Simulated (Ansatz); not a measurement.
# CH4ClGeO (SMILES [CH3][Ge]([OH])[Cl]) at 6 levels

Aim: a comparison of 6 runs (UB2PLYP/6-31G*, UB3LYP/6-31G*, UBHLYP/6-31G*, UCAM-B3LYP/6-31G*, UPBE0/6-31G*, UCCSD/6-31G*) of CH4ClGeO. 

Program for the calculation: Ansatz 0.2.0.

92 further runs of the same task are left out: 92 set aside as unsound or not needed. Runs told in other sessions of the task aren't counted.

**1. The structure to begin with**

CH4ClGeO: 8 atoms, total charge 0, spin state doublet. SMILES: `[CH3][Ge]([OH])[Cl]`. The Ge2–O3 distance was set to 2.313 Å, away from the relaxed value.

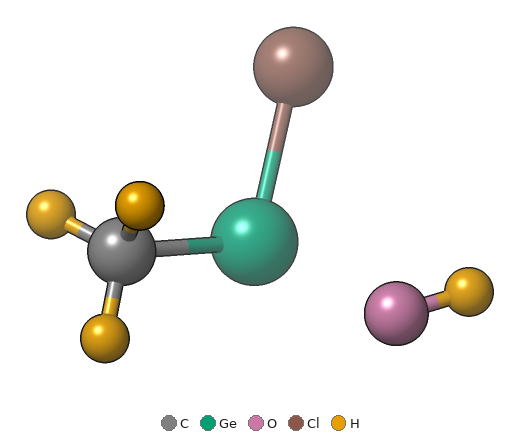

The structure, seen from a chosen angle (carbon grey, germanium teal, oxygen pink, chlorine brown, hydrogen amber).

**2. A single-point energy at UB2PLYP/6-31G(d) (spherical functions) (run 1)**

Input file in.yaml:

```yaml
crystal:
  periodic: [false, false, false]
  atoms:
    - symbol: C
      position_ang: [-0.342823, 1.520425, -0.228087]
    - symbol: Ge
      position_ang: [-1.074323, -0.268175, 0.090513]
    - symbol: O
      position_ang: [0.714600, -1.504600, 0.880000]
    - symbol: Cl
      position_ang: [-1.659923, -1.146775, -1.821587]
    - symbol: H
      position_ang: [0.006677, 1.937725, 0.715913]
    - symbol: H
      position_ang: [0.494077, 1.407925, -0.919787]
    - symbol: H
      position_ang: [-1.107623, 2.161525, -0.663087]
    - symbol: H
      position_ang: [0.584600, -2.453200, 0.797100]
basis:
  gaussian: {orbitals: 6-31G_st_-spherical.json}
magnetization: {spin_polarized: true, initial_magnetization: 1}
hamiltonian: {xc: {name: B2PLYP}}
correlation: {frozen_orbitals: {C: 1, Cl: 5, Ge: 9, H: 0, O: 1}}
accuracy: high
output: {orbitals: {seedname: orbitals}}
```

The basis set 6-31G* is read from a file made from the Basis Set Exchange's data (not shown).

Command:

```sh
$ ansatz run in.yaml --threads 1 --pin off --max-ram 2610MiB --events-out events.jsonl --progress --plain --runs-dir runs
```

Output:

```text
Warning: RAYON_NUM_THREADS=1 ignored (pool sized by the plan → 1); use --threads N
Functional definition: B2PLYP
  name "B2PLYP"
  parameter a = 0.53
  parameter c = 0.27
  exchange = (1 - a)*b88_x + a*exact_x
  correlation = (1 - c)*lyp_c + c*(mp2_os + mp2_ss)
1856 factors; integrals over basis functions are off by at most 4.5e-9 eV
mean field evaluation 1: about -72150.6574 eV, gradient 4.0e1 eV
mean field evaluation 2: about -72150.6796 eV, gradient 4.0e1 eV
mean field evaluation 4: about -72156.5091 eV, gradient 1.4e1 eV
mean field evaluation 8: about -72157.7731 eV, gradient 6.5e-1 eV
mean field evaluation 16: about -72157.8094 eV, gradient 1.8e-2 eV
mean field evaluation 32: about -72157.8094 eV, gradient 7.1e-6 eV
mean field evaluation 64: about -72157.3696 eV, gradient 6.5e0 eV
mean field -72157.80939118 eV, -2651.7505848062 hartree, gradient 7.0e-8 eV, S^2 0.804926; 4 other end points of the search recorded, 0 dependent functions left out
16 core orbitals not correlated: weight in the atoms' cores, before any rotation towards them, 1.000 or more for the frozen orbitals, at most 0.000 for the correlated occupied ones
reference -72157.80941565 eV, -2651.7505857052 hartree; 18, 17 occupied and 52, 53 virtual orbitals, 1856 factors
second order -22.55262773 eV of doubles, -0.00000000 eV of singles
Total energy: -72163.89862513 eV, -2651.9743600264 hartree
```

It took 33 s on 1 thread of Arm Neoverse V1, shared host; peak memory 0.64 GiB.

**3. The energy at UB3LYP/6-31G(d) (spherical functions) (run 2)**

Input file molecule.yaml:

```yaml
crystal:
  periodic: [false, false, false]
  atoms:
    - {symbol: C, position_ang: [-0.342823, 1.520425, -0.228087]}
    - {symbol: Ge, position_ang: [-1.074323, -0.268175, 0.090513]}
    - {symbol: O, position_ang: [0.714600, -1.504600, 0.880000]}
    - {symbol: Cl, position_ang: [-1.659923, -1.146775, -1.821587]}
    - {symbol: H, position_ang: [0.006677, 1.937725, 0.715913]}
    - {symbol: H, position_ang: [0.494077, 1.407925, -0.919787]}
    - {symbol: H, position_ang: [-1.107623, 2.161525, -0.663087]}
    - {symbol: H, position_ang: [0.584600, -2.453200, 0.797100]}
basis:
  gaussian:
    orbitals: 6-31G_st_-spherical.json
magnetization:
  spin_polarized: true
  initial_magnetization: 1
hamiltonian:
  xc: {name: B3LYP}
accuracy: high
output:
  orbitals: {seedname: orbitals}
```

The basis set 6-31G* is read from a file made from the Basis Set Exchange's data (not shown).

Command:

```sh
$ ansatz run molecule.yaml --threads 1 --pin off --max-ram 2610MiB --events-out events.jsonl --progress --plain --runs-dir runs
```

Output:

```text
Warning: RAYON_NUM_THREADS=1 ignored (pool sized by the plan → 1); use --threads N
Functional definition: B3LYP
  name "B3LYP"
  parameter a0 = 0.2
  parameter ax = 0.72
  parameter ac = 0.81
  exchange = (1 - a0 - ax)*slater_x + ax*b88_x + a0*exact_x
  correlation = (1 - ac)*vwn_rpa_c + ac*lyp_c
1856 factors; integrals over basis functions are off by at most 4.5e-9 eV
mean field evaluation 1: about -72172.0110 eV, gradient 5.0e1 eV
mean field evaluation 2: about -72057.6046 eV, gradient 1.3e2 eV
mean field evaluation 4: about -72182.4088 eV, gradient 8.5e0 eV
mean field evaluation 8: about -72182.9718 eV, gradient 2.8e-1 eV
mean field evaluation 16: about -72183.1038 eV, gradient 1.1e-2 eV
mean field evaluation 32: about -72183.1038 eV, gradient 6.3e-7 eV
mean field -72183.10383466 eV, -2652.6801384585 hartree, gradient 6.4e-8 eV, S^2 0.764076; 2 other end points of the search recorded, 0 dependent functions left out
reference -72183.10387291 eV, -2652.6801398642 hartree; 34, 33 occupied and 52, 53 virtual orbitals, 1856 factors
Total energy: -72183.10387291 eV, -2652.6801398642 hartree
```

Wall time 22 s (1 thread of Arm Neoverse V1, shared host); peak memory 0.47 GiB.

Runs 3 to 5 aren't shown in full; the table further down has their settings and results.

**4. The energy at UCCSD/6-31G(d) (spherical functions) (run 6)**

Input file run.yaml:

```yaml
crystal:
  periodic: [false, false, false]
  atoms:
    - {symbol: C, position_ang: [-0.342823, 1.520425, -0.228087]}
    - {symbol: Ge, position_ang: [-1.074323, -0.268175, 0.090513]}
    - {symbol: O, position_ang: [0.714600, -1.504600, 0.880000]}
    - {symbol: Cl, position_ang: [-1.659923, -1.146775, -1.821587]}
    - {symbol: H, position_ang: [0.006677, 1.937725, 0.715913]}
    - {symbol: H, position_ang: [0.494077, 1.407925, -0.919787]}
    - {symbol: H, position_ang: [-1.107623, 2.161525, -0.663087]}
    - {symbol: H, position_ang: [0.584600, -2.453200, 0.797100]}
basis:
  gaussian:
    orbitals: 6-31G_st_-spherical.json
magnetization:
  spin_polarized: true
  initial_magnetization: 1
correlation:
  method: ccsd
  frozen_orbitals: {C: 1, Cl: 5, Ge: 9, H: 0, O: 1}
accuracy: high
scf:
  omitted_lower_state_checks: [cluster_reference, increment]
```

The basis set 6-31G* is read from a file made from the Basis Set Exchange's data (not shown).

Command:

```sh
$ ansatz run run.yaml --threads 1 --pin off --max-ram 2610MiB --events-out events.jsonl --progress --plain --runs-dir runs
```

Output:

```text
Warning: RAYON_NUM_THREADS=1 ignored (pool sized by the plan → 1); use --threads N
[... 14 lines left out ...]
16 core orbitals not correlated: weight in the atoms' cores, before any rotation towards them, 1.000 or more for the frozen orbitals, at most 0.000 for the correlated occupied ones
[... 35 lines left out ...]
Total energy: -72118.23785646 eV, -2650.2963577275 hartree
Checks for a lower state left out: cluster_reference, increment
```

Wall time 96 s (1 thread of Arm Neoverse V1, shared host); peak memory 0.8 GiB.

**5. Overview of the runs**

```csv
run,level,frozen core orbitals,energy (Eh),HOMO energy (eV),LUMO energy (eV),⟨S²⟩,wall time
1,UB2PLYP/6-31G* (spherical functions),16,-2651.974360,-7.90,-2.46,0.805,33 s
2,UB3LYP/6-31G* (spherical functions),–,-2652.680140,-6.53,-4.05,0.764,22 s
3,UBHLYP/6-31G* (spherical functions),–,-2652.524511,-7.92,-2.87,0.796,23 s
4,UCAM-B3LYP/6-31G* (spherical functions),–,-2652.693074,-8.08,-2.82,0.774,28 s
5,UPBE0/6-31G* (spherical functions),–,-2652.073428,-6.84,-3.76,0.769,22 s
6,UCCSD/6-31G* (spherical functions),16,-2650.296358,–,–,0.945,96 s
```

**6. Outcome**

| quantity | value |
| --- | --- |
| run 6: total energy | -2650.29636 Eh |
| run 6: correlation energy (16 core orbitals frozen) | -699.6 mEh |
| run 6: ⟨S²⟩ of the reference determinant | 0.945 |
| run 6: T1 diagnostic | 0.035 |

In words: Totals of different functionals can't be ranked against each other. Spin contamination of the reference: run 6 ⟨S²⟩ = 0.95. All runs together took 3.7 min, the longest 96 s.
